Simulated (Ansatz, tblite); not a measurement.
# Sn26H32 hole sphere (Sn₂₆H₃₁Br): rung by rung

How do method and basis change the picture of Sn26H32 hole sphere (Sn₂₆H₃₁Br) (singlet)?

The runs use Ansatz 0.2.0, Gaussian basis; as each input shows.

The runs, in order: GFN1-xTB, GFN2-xTB, PBE-D4/def2-SVP, r2SCAN-D4/def2-SVP, B3LYP-D4/def2-SVP, PBE0-D4/def2-TZVP, PBE-D4/def2-TZVP, MP2/def2-SVP.

1 further run of the same task is left out (set aside as unsound or not needed). Runs told in other sessions of the task aren't counted.

### 1 The geometry

The geometry is that of the singlet, from an earlier relaxation (r2SCAN-D4/def2-SVP).

58 atoms, charge 0, spin multiplicity 1.

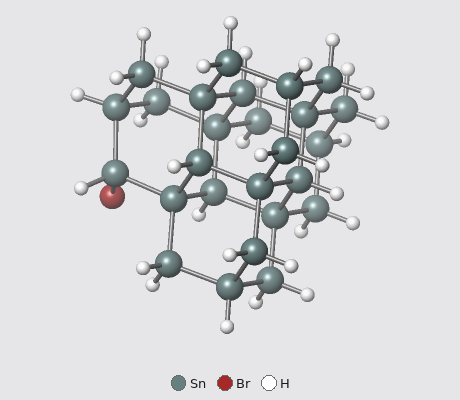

The structure; tin teal, bromine red, hydrogen white.

Sn takes a core potential in the def2 sets. No spin-orbit coupling is included.

PBE0-D4/def2-SVP was run before; its log isn't repeated, and its numbers join the tables.

### 2 GFN1-xTB

Tight binding, by tblite at 300 K electronic temperature and without a spin-polarisation term:

```python
tblite.interface.Calculator('GFN1-xTB', numbers, positions, charge=0, uhf=0).singlepoint()
```

Energy -2352.7969 eV, HOMO -10.29 eV, LUMO -9.19 eV; 0.69 s.

### 3 GFN2-xTB

Tight binding, by tblite at 300 K electronic temperature and without a spin-polarisation term:

```python
tblite.interface.Calculator('GFN2-xTB', numbers, positions, charge=0, uhf=0).singlepoint()
```

Energy -2049.9777 eV, HOMO -10.77 eV, LUMO -10.11 eV; 2.1 s.

### 4 PBE-D4/def2-SVP

start.molden holds the orbitals of an earlier run on this state, given as this run's starting guess.

The input, in.yaml:

```yaml
crystal:
  periodic: [false, false, false]
  atoms:
    - {symbol: Sn, position_ang: [-4.855325, -1.609690, -1.553114]}
    - {symbol: Sn, position_ang: [-4.858872, 1.724214, 1.632056]}
    - {symbol: Sn, position_ang: [-1.622598, -4.849622, -1.603579]}
    - {symbol: Sn, position_ang: [1.679463, -4.834534, 1.640976]}
    - {symbol: Sn, position_ang: [-1.671521, -1.632030, -4.826058]}
    - {symbol: Sn, position_ang: [-1.596914, 1.604060, -1.566996]}
    - {symbol: Sn, position_ang: [1.614884, -1.590346, -1.610460]}
    - {symbol: Sn, position_ang: [1.610087, 1.633655, -4.883031]}
    - {symbol: Sn, position_ang: [-1.558557, -1.592485, 1.648043]}
    - {symbol: Sn, position_ang: [-1.732604, 1.544902, 4.734502]}
    - {symbol: Sn, position_ang: [1.712907, -1.611491, 4.888219]}
    - {symbol: Sn, position_ang: [1.669232, 1.639090, 1.567864]}
    - {symbol: Sn, position_ang: [1.675179, 4.869949, -1.678980]}
    - {symbol: Sn, position_ang: [-1.553552, 4.929916, 1.616163]}
    - {symbol: Sn, position_ang: [4.894286, 1.635021, -1.698197]}
    - {symbol: Sn, position_ang: [4.906067, -1.604021, 1.624847]}
    - {symbol: Sn, position_ang: [-3.277614, -3.243469, -3.192452]}
    - {symbol: Sn, position_ang: [-3.247787, 0.020734, 0.078486]}
    - {symbol: Sn, position_ang: [-3.238563, 3.368093, 3.221910]}
    - {symbol: Sn, position_ang: [0.025603, -3.247936, 0.013702]}
    - {symbol: Sn, position_ang: [3.314316, -3.232638, 3.257348]}
    - {symbol: Sn, position_ang: [-0.010722, 0.008958, -3.260421]}
    - {symbol: Sn, position_ang: [0.040458, 3.294036, -0.021043]}
    - {symbol: Sn, position_ang: [3.313213, 0.010402, -0.036029]}
    - {symbol: Sn, position_ang: [3.272918, 3.250239, -3.312592]}
    - {symbol: Sn, position_ang: [0.106393, 0.012593, 3.254171]}
    - {symbol: Br, position_ang: [-3.491818, -0.219531, 5.317833]}
    - {symbol: H, position_ang: [-5.883391, -2.575049, -0.563946]}
    - {symbol: H, position_ang: [-5.874549, -0.614643, -2.523050]}
    - {symbol: H, position_ang: [-5.787783, 2.707276, 0.560168]}
    - {symbol: H, position_ang: [-5.959545, 0.824848, 2.596179]}
    - {symbol: H, position_ang: [-2.572440, -5.885966, -0.607665]}
    - {symbol: H, position_ang: [-0.646745, -5.860872, -2.600903]}
    - {symbol: H, position_ang: [2.659147, -5.851536, 0.653305]}
    - {symbol: H, position_ang: [0.709732, -5.865092, 2.623665]}
    - {symbol: H, position_ang: [-2.650371, -0.644543, -5.843826]}
    - {symbol: H, position_ang: [-0.697280, -2.609725, -5.857891]}
    - {symbol: H, position_ang: [-2.608603, 2.604792, -2.553057]}
    - {symbol: H, position_ang: [2.606651, -2.586950, -2.620184]}
    - {symbol: H, position_ang: [0.618790, 2.615482, -5.894222]}
    - {symbol: H, position_ang: [2.557926, 0.635902, -5.920160]}
    - {symbol: H, position_ang: [-2.511582, -2.613518, 2.659932]}
    - {symbol: H, position_ang: [-1.199283, 2.091442, 6.282515]}
    - {symbol: H, position_ang: [0.707440, -2.568501, 5.904938]}
    - {symbol: H, position_ang: [2.689250, -0.623004, 5.906268]}
    - {symbol: H, position_ang: [2.676526, 2.636749, 2.561828]}
    - {symbol: H, position_ang: [0.684556, 5.898274, -2.643504]}
    - {symbol: H, position_ang: [2.658650, 5.890221, -0.698296]}
    - {symbol: H, position_ang: [-2.514965, 5.969500, 0.634509]}
    - {symbol: H, position_ang: [-0.557347, 5.938438, 2.596162]}
    - {symbol: H, position_ang: [5.904806, 0.638648, -2.675209]}
    - {symbol: H, position_ang: [5.931315, 2.612607, -0.729777]}
    - {symbol: H, position_ang: [5.941648, -2.577387, 0.650713]}
    - {symbol: H, position_ang: [5.919527, -0.599351, 2.591004]}
    - {symbol: H, position_ang: [-4.293720, -4.239124, -4.175163]}
    - {symbol: H, position_ang: [-4.173157, 4.353792, 4.289282]}
    - {symbol: H, position_ang: [4.325823, -4.227868, 4.245432]}
    - {symbol: H, position_ang: [4.260613, 4.242990, -4.326714]}
basis:
  gaussian: {orbitals: def2-SVP, fitting: {mean_field: def2-universal-jkfit}, initial_orbitals: start.molden}
hamiltonian: {xc: pbe, dispersion: d4}
scf: {omitted_lower_state_checks: [starts]}
output: {orbitals: {seedname: orbitals}}
```

Run with:

```bash
$ ansatz run in.yaml --threads 11 --pin off --events-out ev --progress --plain --max-ram 174080MiB --backend cuda --devices 0, --max-vram 75GiB
```

The log of the run:

```text
Functional definition: PBE
  name "PBE"
  cite "Perdew, Burke & Ernzerhof, Phys. Rev. Lett. 77, 3865 (1996) doi:10.1103/PhysRevLett.77.3865"
  parent pbe
  parameter kappa = 0.804
  parameter beta = 0.06672455060314922
  exchange = pbe_x(kappa = kappa, mu = beta*pi^2/3)
  correlation = pbe_c(beta = beta)
these checks for a lower state are left out or cut short: starts
6492 factors; integrals over basis functions are off by at most 3.2e-1 eV
mean field evaluation 1: about -222163.1932 eV, gradient 1.5e1 eV
mean field evaluation 2: about -222164.0826 eV, gradient 8.3e-1 eV
mean field evaluation 4: about -222164.0623 eV, gradient 6.6e-2 eV
mean field -222164.06232176 eV, -8164.3787021147 hartree, gradient 3.3e-5 eV, S^2 0.000000; 0 other end points of the search recorded, 0 dependent functions left out
reference -222164.06247591 eV, -8164.3787077797 hartree; 319, 319 occupied and 544, 544 virtual orbitals, 6492 factors
Total energy: -222168.97181687 eV, -8164.5591227323 hartree
Checks for a lower state left out: starts
```

Run time: 8 s. Hardware: 1 × H100 with 11 threads of AMD EPYC 7R13, shared host; peak host memory 1.6 GiB.

Report: HOMO -5.70 eV, LUMO -3.03 eV.

### 5 r2SCAN-D4/def2-SVP

Edit in.yaml of step 4 so:

```diff
@@ -63,4 +63,4 @@
   gaussian: {orbitals: def2-SVP, fitting: {mean_field: def2-universal-jkfit}, initial_orbitals: start.molden}
-hamiltonian: {xc: pbe, dispersion: d4}
+hamiltonian: {xc: r2scan, dispersion: d4}
 scf: {omitted_lower_state_checks: [starts]}
-output: {orbitals: {seedname: orbitals}}
+output: {forces: true, orbitals: {seedname: orbitals}}
```

Same command.

The log of the run (excerpt; [...] marks lines left out):

```text
Functional definition: r2SCAN
  name "r2SCAN"
  cite "Furness, Kaplan, Ning, Perdew & Sun, J. Phys. Chem. Lett. 11, 8208 (2020) doi:10.1021/acs.jpclett.0c02405"
  cite "Furness, Kaplan, Ning, Perdew & Sun, J. Phys. Chem. Lett. 11, 9248 (2020) doi:10.1021/acs.jpclett.0c03077"
  parent r2scan
[...]
6492 factors; integrals over basis functions are off by at most 3.2e-1 eV
[...]
mean field -222235.97384010 eV, -8167.0214016704 hartree, gradient 2.4e-5 eV, S^2 0.000000; 0 other end points of the search recorded, 0 dependent functions left out
[...]
reference -222235.97388356 eV, -8167.0214032674 hartree; 319, 319 occupied and 544, 544 virtual orbitals, 6492 factors
Total energy: -222237.33354691 eV, -8167.0713699739 hartree
Atom 0 at    -4.855325    -1.609690    -1.553114 Å, force    -0.000121     0.001972    -0.000122 eV/Å
[...]
Atom 49 at    -0.557347     5.938438     2.596162 Å, force    -0.000846    -0.004596     0.000997 eV/Å
Atom 50 at     5.904806     0.638648    -2.675209 Å, force     0.000053     0.000891    -0.001601 eV/Å
Atom 51 at     5.931315     2.612607    -0.729777 Å, force     0.000007     0.000508    -0.000001 eV/Å
Atom 52 at     5.941648    -2.577387     0.650713 Å, force     0.000084    -0.000180    -0.001022 eV/Å
Atom 53 at     5.919527    -0.599351     2.591004 Å, force    -0.000722     0.000341    -0.001234 eV/Å
Atom 54 at    -4.293720    -4.239124    -4.175163 Å, force    -0.000085     0.000344    -0.000562 eV/Å
Atom 55 at    -4.173157     4.353792     4.289282 Å, force     0.000336    -0.001638    -0.001477 eV/Å
Atom 56 at     4.325823    -4.227868     4.245432 Å, force    -0.000618     0.000719    -0.000885 eV/Å
Atom 57 at     4.260613     4.242990    -4.326714 Å, force    -0.000724     0.000228     0.000263 eV/Å
Dipole moment:     0.324838     0.188719    -0.296303 e Å
Checks for a lower state left out: starts
```

Wall time 9.5 s (1 × H100 with 11 threads of AMD EPYC 7R13, shared host); peak host memory 1.9 GiB.

Report: HOMO -5.94 eV, LUMO -2.91 eV.

### 6 B3LYP-D4/def2-SVP

Edit in.yaml of step 5 so:

```diff
@@ -63,3 +63,3 @@
   gaussian: {orbitals: def2-SVP, fitting: {mean_field: def2-universal-jkfit}, initial_orbitals: start.molden}
-hamiltonian: {xc: r2scan, dispersion: d4}
+hamiltonian: {xc: {name: B3LYP}, dispersion: d4}
 scf: {omitted_lower_state_checks: [starts]}
```

The command is unchanged.

The log of the run (excerpt; [...] marks lines left out):

```text
Functional definition: B3LYP
  name "B3LYP"
  cite "Stephens, Devlin, Chabalowski & Frisch, J. Phys. Chem. 98, 11623 (1994) doi:10.1021/j100096a001"
  cite "Becke, Phys. Rev. A 38, 3098 (1988) doi:10.1103/PhysRevA.38.3098"
  cite "Lee, Yang & Parr, Phys. Rev. B 37, 785 (1988) doi:10.1103/PhysRevB.37.785"
  cite "Vosko, Wilk & Nusair, Can. J. Phys. 58, 1200 (1980) doi:10.1139/p80-159"
[...]
6492 factors; integrals over basis functions are off by at most 3.2e-1 eV
[...]
mean field -222228.44649979 eV, -8166.7447770162 hartree, gradient 1.7e-5 eV, S^2 0.000000; 0 other end points of the search recorded, 0 dependent functions left out
[...]
reference -222228.44745478 eV, -8166.7448121114 hartree; 319, 319 occupied and 544, 544 virtual orbitals, 6492 factors
Total energy: -222236.49750408 eV, -8167.0406459666 hartree
[...]
Atom 49 at    -0.557347     5.938438     2.596162 Å, force     0.043150     0.040671     0.042933 eV/Å
Atom 50 at     5.904806     0.638648    -2.675209 Å, force     0.045457    -0.041947    -0.043014 eV/Å
Atom 51 at     5.931315     2.612607    -0.729777 Å, force     0.046320     0.041775     0.041716 eV/Å
Atom 52 at     5.941648    -2.577387     0.650713 Å, force     0.046446    -0.041452    -0.043043 eV/Å
Atom 53 at     5.919527    -0.599351     2.591004 Å, force     0.044396     0.043584     0.039676 eV/Å
Atom 54 at    -4.293720    -4.239124    -4.175163 Å, force    -0.037512    -0.036651    -0.037099 eV/Å
Atom 55 at    -4.173157     4.353792     4.289282 Å, force    -0.033855     0.035131     0.038251 eV/Å
Atom 56 at     4.325823    -4.227868     4.245432 Å, force     0.036729    -0.035810     0.035966 eV/Å
Atom 57 at     4.260613     4.242990    -4.326714 Å, force     0.035910     0.036859    -0.037404 eV/Å
Dipole moment:     0.316094     0.185677    -0.278059 e Å
Checks for a lower state left out: starts
```

Wall time 16 s (1 × H100 with 11 threads of AMD EPYC 7R13, shared host); peak host memory 8.6 GiB.

HOMO -6.33 eV, LUMO -2.63 eV.

### 7 PBE0-D4/def2-TZVP

Edit in.yaml of step 6 so:

```diff
@@ -62,5 +62,5 @@
 basis:
-  gaussian: {orbitals: def2-SVP, fitting: {mean_field: def2-universal-jkfit}, initial_orbitals: start.molden}
-hamiltonian: {xc: {name: B3LYP}, dispersion: d4}
+  gaussian: {orbitals: def2-TZVP, fitting: {mean_field: def2-universal-jkfit}, initial_orbitals: start.molden}
+hamiltonian: {xc: pbe0, dispersion: d4}
 scf: {omitted_lower_state_checks: [starts]}
-output: {forces: true, orbitals: {seedname: orbitals}}
+output: {orbitals: {seedname: orbitals}}
```

Launched as before.

The log of the run:

```text
Functional definition: PBE0
  name "PBE0"
  cite "Adamo & Barone, J. Chem. Phys. 110, 6158 (1999) doi:10.1063/1.478522"
  cite "Perdew, Burke & Ernzerhof, Phys. Rev. Lett. 77, 3865 (1996) doi:10.1103/PhysRevLett.77.3865"
  parent pbe
  parameter a = 0.25
  parameter kappa = 0.804
  parameter beta = 0.06672455060314922
  exchange = (1 - a)*pbe_x(kappa = kappa, mu = beta*pi^2/3) + a*exact_x
  correlation = pbe_c(beta = beta)
these checks for a lower state are left out or cut short: starts
6492 factors; integrals over basis functions are off by at most 6.0e-1 eV
mean field evaluation 1: about -222185.8047 eV, gradient 1.3e2 eV
mean field evaluation 2: about -222188.4649 eV, gradient 5.1e0 eV
mean field evaluation 4: about -222188.5352 eV, gradient 1.0e-1 eV
mean field -222188.53527044 eV, -8165.2780663901 hartree, gradient 7.8e-5 eV, S^2 0.000000; 0 other end points of the search recorded, 0 dependent functions left out
reference -222188.53541978 eV, -8165.2780718785 hartree; 319, 319 occupied and 1215, 1215 virtual orbitals, 6492 factors
Total energy: -222193.11979909 eV, -8165.4465447108 hartree
Checks for a lower state left out: starts
```

It took 20 s on 1 × H100 with 11 threads of AMD EPYC 7R13, shared host; peak host memory 1.9 GiB.

From the report: HOMO -6.58 eV, LUMO -2.45 eV.

### 8 PBE-D4/def2-TZVP

Edit in.yaml of step 7 so:

```diff
@@ -63,3 +63,3 @@
   gaussian: {orbitals: def2-TZVP, fitting: {mean_field: def2-universal-jkfit}, initial_orbitals: start.molden}
-hamiltonian: {xc: pbe0, dispersion: d4}
+hamiltonian: {xc: pbe, dispersion: d4}
 scf: {omitted_lower_state_checks: [starts]}
```

The command is unchanged.

The log of the run:

```text
Functional definition: PBE
  name "PBE"
  cite "Perdew, Burke & Ernzerhof, Phys. Rev. Lett. 77, 3865 (1996) doi:10.1103/PhysRevLett.77.3865"
  parent pbe
  parameter kappa = 0.804
  parameter beta = 0.06672455060314922
  exchange = pbe_x(kappa = kappa, mu = beta*pi^2/3)
  correlation = pbe_c(beta = beta)
these checks for a lower state are left out or cut short: starts
6492 factors; integrals over basis functions are off by at most 6.0e-1 eV
mean field evaluation 1: about -222173.6430 eV, gradient 1.3e2 eV
mean field evaluation 2: about -222177.6373 eV, gradient 6.8e0 eV
mean field evaluation 4: about -222177.8603 eV, gradient 2.3e-1 eV
mean field evaluation 8: about -222177.8609 eV, gradient 1.7e-5 eV
mean field -222177.86088207 eV, -8164.8857898531 hartree, gradient 1.7e-5 eV, S^2 0.000000; 0 other end points of the search recorded, 0 dependent functions left out
reference -222177.86108180 eV, -8164.8857971932 hartree; 319, 319 occupied and 1215, 1215 virtual orbitals, 6492 factors
Total energy: -222182.77042276 eV, -8165.0662121457 hartree
Checks for a lower state left out: starts
```

Wall time 14 s (1 × H100 with 11 threads of AMD EPYC 7R13, shared host); peak host memory 1.9 GiB.

From the report: HOMO -5.79 eV, LUMO -3.15 eV.

### 9 MP2/def2-SVP

Edit in.yaml of step 8 so:

```diff
@@ -62,4 +62,4 @@
 basis:
-  gaussian: {orbitals: def2-TZVP, fitting: {mean_field: def2-universal-jkfit}, initial_orbitals: start.molden}
-hamiltonian: {xc: pbe, dispersion: d4}
+  gaussian: {orbitals: def2-SVP, initial_orbitals: start.molden}
+correlation: {method: mp2}
 scf: {omitted_lower_state_checks: [starts]}
```

The command is unchanged.

The log of the run:

```text
Functional definition: HF
  name "HF"
  cite "Fock, Z. Phys. 61, 126 (1930) doi:10.1007/BF01340294"
  parent pbe
  exchange = exact_x
  correlation = 0
these checks for a lower state are left out or cut short: starts
10776 factors; integrals over basis functions are off by at most 4.2e-4 eV
mean field evaluation 1: about -221432.6144 eV, gradient 4.1e1 eV
mean field evaluation 2: about -221439.0790 eV, gradient 4.3e0 eV
mean field evaluation 4: about -221440.4367 eV, gradient 1.6e0 eV
mean field evaluation 8: about -221440.4483 eV, gradient 8.1e-5 eV
mean field -221440.44827291 eV, -8137.7863763027 hartree, gradient 2.7e-6 eV, S^2 0.000000; 0 other end points of the search recorded, 0 dependent functions left out
113 core orbitals not correlated: weight in the atoms' cores, before any rotation towards them, 1.000 or more for the frozen orbitals, at most 0.000 for the correlated occupied ones
reference -221440.44827291 eV, -8137.7863763027 hartree; 206, 206 occupied and 544, 544 virtual orbitals, 10776 factors
second order -85.49962864 eV of doubles, -0.00000000 eV of singles
Total energy: -221525.94790156 eV, -8140.9284297016 hartree
Checks for a lower state left out: starts
```

Run time: 26 s. Hardware: 1 × H100 with 11 threads of AMD EPYC 7R13, shared host; peak host memory 3.2 GiB.

Hartree-Fock HOMO -8.27 eV, LUMO 0.63 eV.

### 10 Comparison

| level | functions | HOMO (eV) | LUMO (eV) | gap (eV) | time |
| --- | --- | --- | --- | --- | --- |
| PBE-D4/def2-SVP | 863 | -5.70 | -3.03 | 2.67 | 8 s |
| PBE-D4/def2-TZVP | 1534 | -5.79 | -3.15 | 2.64 | 14 s |
| r2SCAN-D4/def2-SVP | 863 | -5.94 | -2.91 | 3.04 | 9.5 s |
| B3LYP-D4/def2-SVP | 863 | -6.33 | -2.63 | 3.70 | 16 s |
| PBE0-D4/def2-SVP | 863 | -6.55 | -2.37 | 4.17 | 11 s |
| PBE0-D4/def2-TZVP | 1534 | -6.58 | -2.45 | 4.13 | 20 s |

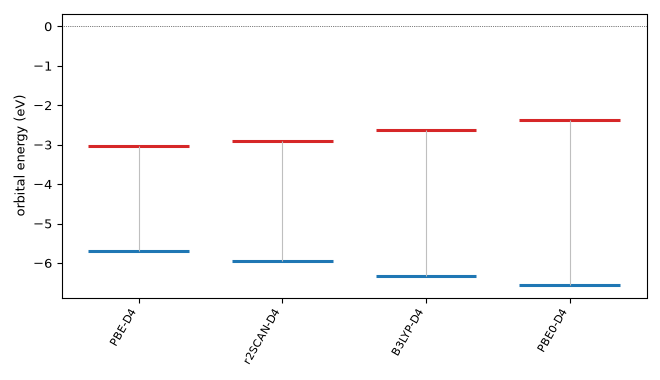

Highest filled (blue) and lowest empty (red) level in def2-SVP.

Energy pieces by basis (eV):

| basis | HF | MP2 correlation | total |
| --- | --- | --- | --- |
| def2-SVP | -221440.4483 | -85.4996 | -221525.9479 (MP2) |

### 11 Binding energy

Free atoms were run apart at each level; binding is atoms less cluster, divided by the number of atoms, without zero-point or spin-orbit terms.

| level | binding an atom (eV) |
| --- | --- |
| HF/def2-SVP | 1.636 |
| PBE-D4/def2-SVP | 2.510 |
| PBE-D4/def2-TZVP | 2.521 |
| r2SCAN-D4/def2-SVP | 2.502 |
| B3LYP-D4/def2-SVP | 2.484 |
| PBE0-D4/def2-SVP | 2.507 |
| PBE0-D4/def2-TZVP | 2.522 |
| MP2/def2-SVP | 2.328 |

### 12 What came out

| quantity | value |
| --- | --- |
| gap in def2-SVP, named functionals, smallest and largest | 2.67 eV (PBE-D4), 4.17 eV (PBE0-D4) |
| correlation energy, MP2/def2-SVP | -85.50 eV |
| binding an atom, functionals in def2-SVP | 2.48 (B3LYP-D4) to 2.51 eV (PBE-D4) |
| PBE0 total energy, smallest basis above largest | 13.14 eV (def2-SVP, def2-TZVP) |

What this shows: Orbital gaps of the named functionals in def2-SVP span 2.67 eV (PBE-D4) to 4.17 eV (PBE0-D4); exact exchange widens it.

The slowest run with a step of its own, MP2/def2-SVP, took 26 s; the quickest functional in def2-SVP took 8 s (shared host).
